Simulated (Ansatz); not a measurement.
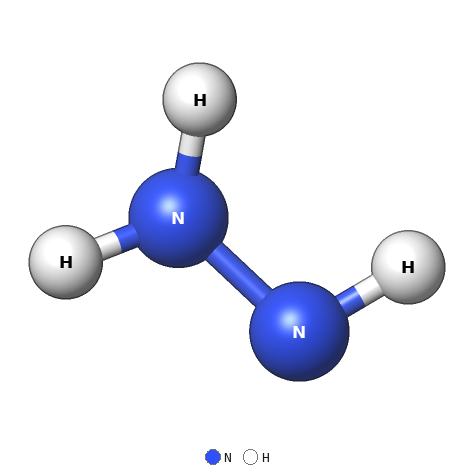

Ball-and-stick drawing of a structure.

Charge 0, doublet. Computed geometry: PBE0-D4/def2-TZVP optimisation.

Identify the structure.

It has 5 atoms: 2 nitrogen and 3 hydrogen (N₂H₃). SMILES: `[NH]N`. It is an open-shell species. Coordination, clear cases only: 1 N bent.

More results for the same structure follow; atom numbers are the same in all pictures, views and colours differ.

## Geometry

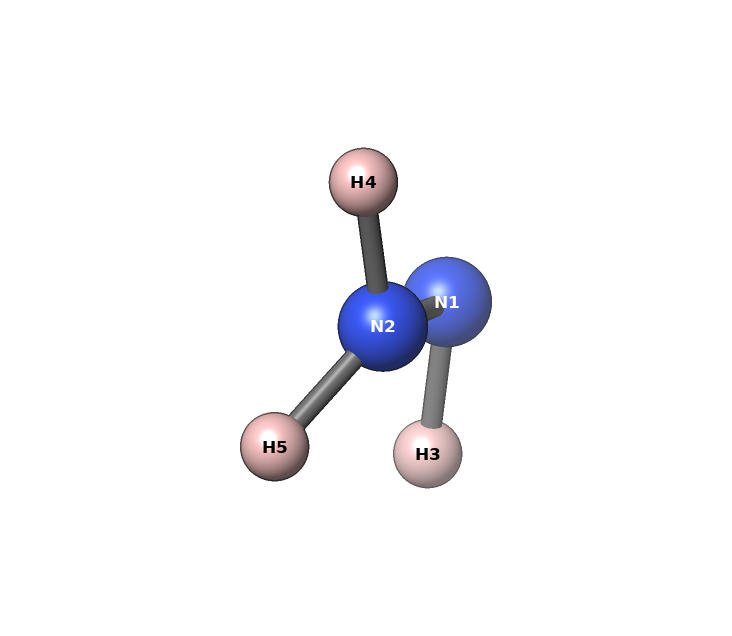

N1 lies behind N2. The molecule seen a little off the N2–N1 bond, N2 in front. Depth is shown by fading: the farther an atom, the more it takes the colour of the background.

Question: What is the torsion angle H4–N2–N1–H3? The sign is positive where the front bond must turn clockwise to cover the back bond.

Answer: −168°, antiperiplanar (anti).

## Dipole moment

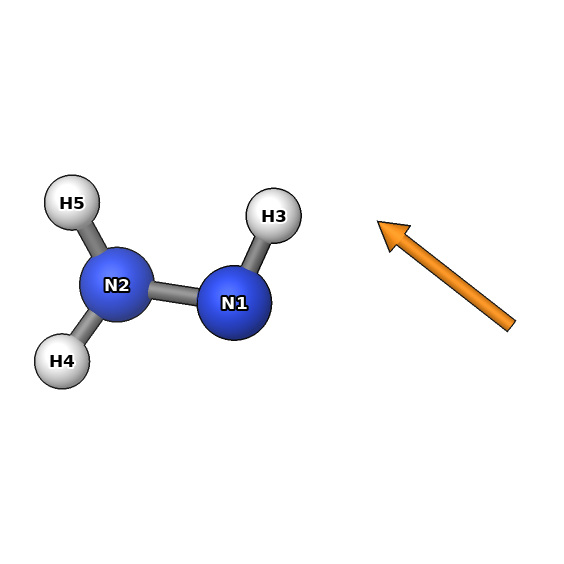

The arrow beside the molecule shows the direction of the dipole moment, from the negative to the positive end (its length means nothing). Method: UKS r2SCAN-D4/def2-TZVPP (Ansatz 0.2.0).

Question: How large is the dipole moment?

Answer: 2.59 D; it points from the side of N1 to the side of H5 (the outermost atoms at the two ends).

## Charges

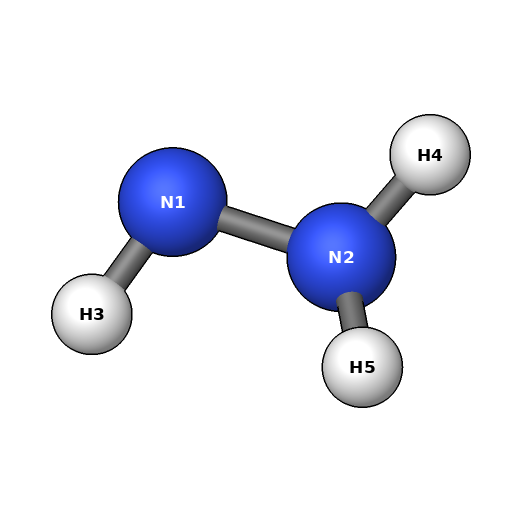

The questions are on Mulliken charges. Level of theory: UKS r2SCAN-D4/def2-TZVPP (Ansatz 0.2.0).

Give the Mulliken charges atom by atom.

```json
{"atom": "N1", "value (e)": "−0.31"}
{"atom": "N2", "value (e)": "−0.16"}
{"atom": "H3", "value (e)": "0.13"}
{"atom": "H4", "value (e)": "0.19"}
{"atom": "H5", "value (e)": "0.15"}
```

## Levels of theory compared

Program: Ansatz 0.2.0.

Compare HOMO energy (eV) at these levels: BHLYP-D4/def2-TZVPP; CAM-B3LYP-D4/def2-TZVPP; HSE06 (plane-wave form)-D4/def2-TZVPP; PBE0-D4/def2-TZVPP; SPW92 (LDA)/def2-TZVPP; r2SCAN-D4/def2-TZVPP; r2SCAN0-D4/def2-TZVPP.

| level | HOMO energy (eV) |
| --- | --- |
| BHLYP-D4/def2-TZVPP | −7.03 |
| CAM-B3LYP-D4/def2-TZVPP | −6.93 |
| HSE06 (plane-wave form)-D4/def2-TZVPP | −5.02 |
| PBE0-D4/def2-TZVPP | −5.44 |
| SPW92 (LDA)/def2-TZVPP | −3.79 |
| r2SCAN-D4/def2-TZVPP | −4.23 |
| r2SCAN0-D4/def2-TZVPP | −5.79 |

Mulliken values depend strongly on the basis set and can even reverse the polarity of a bond.
